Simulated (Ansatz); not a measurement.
# H5NSi···PH3: what the fields show

```yaml
atoms:
  - { symbol: Si, position_ang: [-1.0474, -0.7749, 0.7440] }
  - { symbol: N, position_ang: [0.6962, -0.6274, 1.1452] }
  - { symbol: H, position_ang: [-1.6667, 0.5790, 0.9288] }
  - { symbol: H, position_ang: [-1.8195, -1.7537, 1.6040] }
  - { symbol: H, position_ang: [-1.1479, -1.2390, -0.6810] }
  - { symbol: H, position_ang: [0.8600, 0.8518, -0.6387] }
  - { symbol: P, position_ang: [0.1275, 1.4236, -1.6951] }
  - { symbol: H, position_ang: [0.8957, -0.2643, 2.0837] }
  - { symbol: H, position_ang: [1.2485, -1.4802, 1.0026] }
  - { symbol: H, position_ang: [0.9868, 2.5774, -1.7903] }
  - { symbol: H, position_ang: [0.8669, 0.7074, -2.7033] }
```

Not at a stationary point (largest force 1.0 eV/Å).

Level of theory: RKS PBE-D4/def2-SVP in Ansatz 0.2.0.

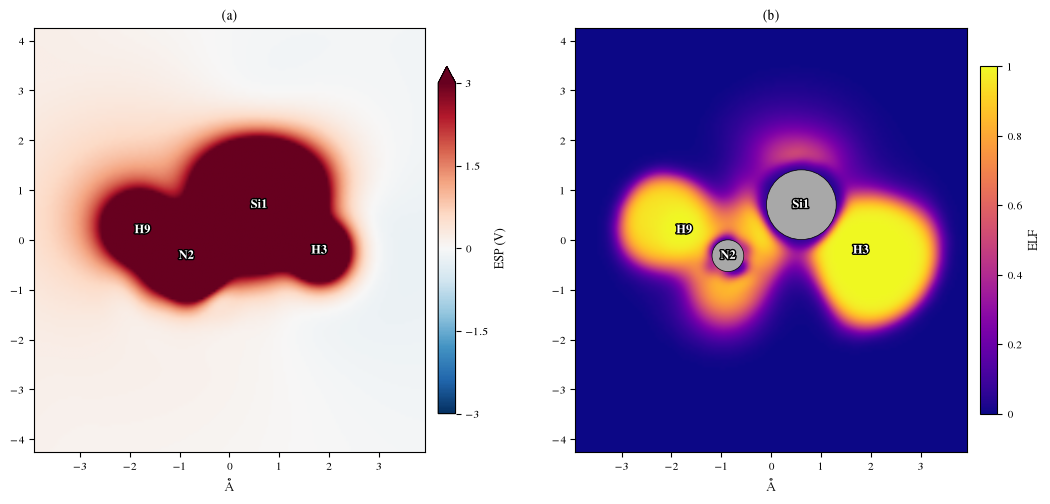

Figure 1. (a) electrostatic potential; (b) electron localisation function on the plane of atoms Si1, N2 and H9. Grey discs cover the atomic cores in the ELF map.

Describe what can be read from this map.

The plane passes through Si, N and H nuclei. Si–N (1.80 Å): the ELF peaks at about 0.95 between the atoms: a shared but strongly polarised pair. N–H (1.03 Å): the ELF climbs to about 1 towards the hydrogen, as it does in any bond to H; a covalent bond by its length. Si–H (1.50 Å): the ELF climbs to about 1 towards the hydrogen. The potential has no marked negative region in this plane.

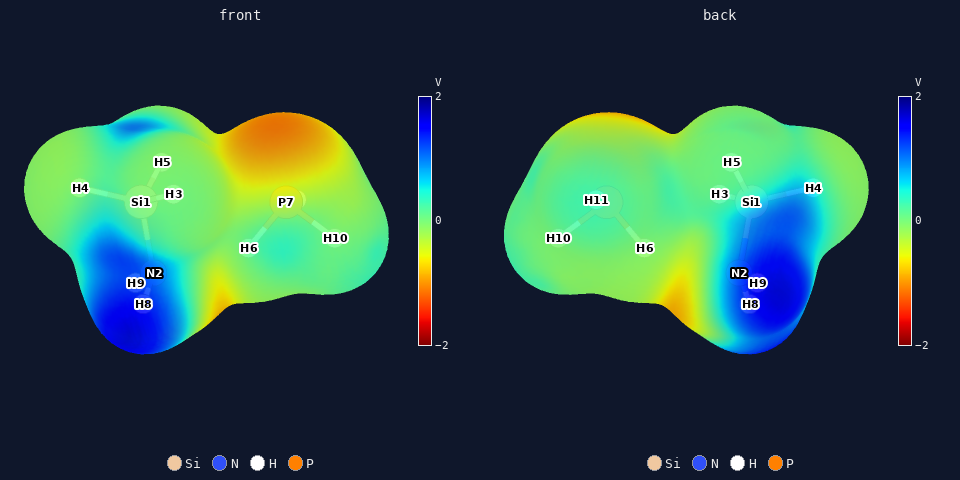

Figure 2. The molecular electrostatic potential painted on the density surface at 0.002 e/bohr³, seen from the front and from behind; red is negative and blue positive.

Describe the electrostatic potential map.

The most negative region (about −1.1 V) lies over P7, the most positive (about +1.7 V) over H8 and H9.

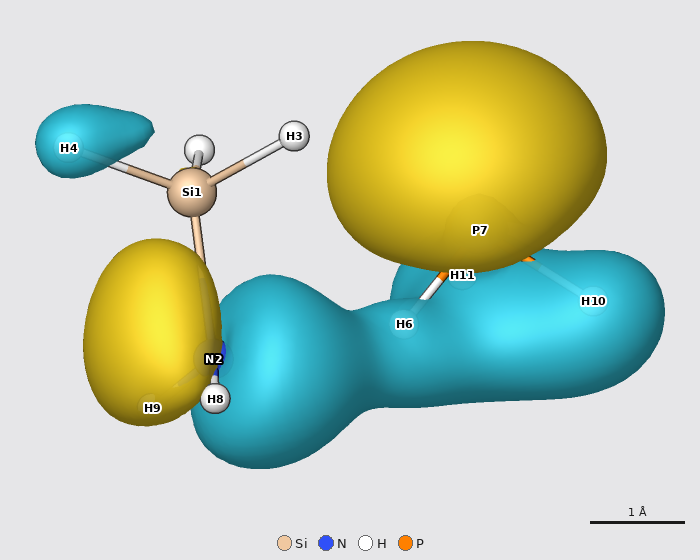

Figure 3. The HOMO−1 at ±0.08 Å⁻³ᐟ² (yellow and cyan are the two phases), seen at a tilt.

What is the character of this orbital?

By Hirshfeld shares it lies mainly on P7 (about 55 %) and N2 (about 20 %); largely a combination of lone pairs on P7 and N2. Its energy is −6.30 eV.
